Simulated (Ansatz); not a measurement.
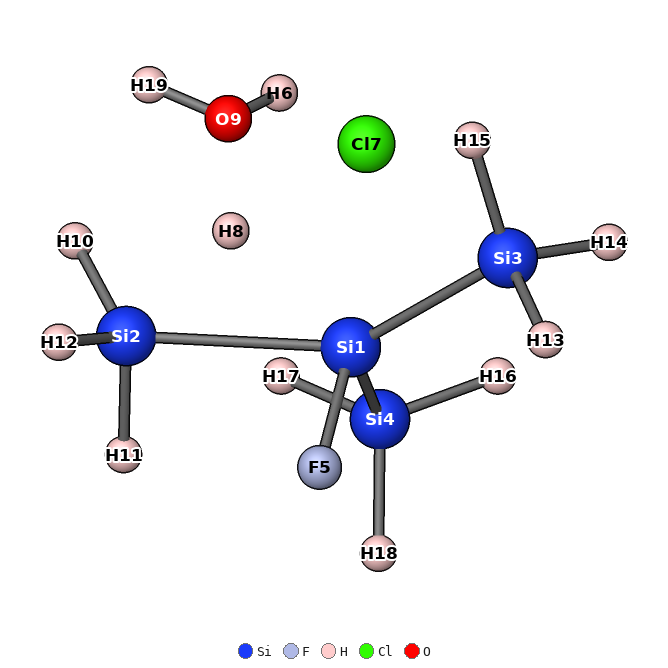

Sticks follow a distance rule. Harmonic vibrations computed with RKS PBE0-D4/def2-TZVP (Ansatz 0.2.0) at a stationary point of the same level.

> Minimum or transition state?

A first-order saddle point: one imaginary frequency, 1129i cm⁻¹.

> How many vibrational modes are there, and where do they lie?

51 modes: 1129i, 47, 65, 97, 108, 124, 145, 157, 170, 174, 190, 220, 227, 272, 277, 341, 398, 429, 480, 507, 524, 534, 549, 565, 578, 646, 741, 774, 856, 861, 905, 921, 926, 929, 935, 942, 947, 1192, 1435, 1589, 2205, 2211, 2226, 2230, 2242, 2246, 2250, 2254, 2262, 2931, 3829 cm⁻¹.
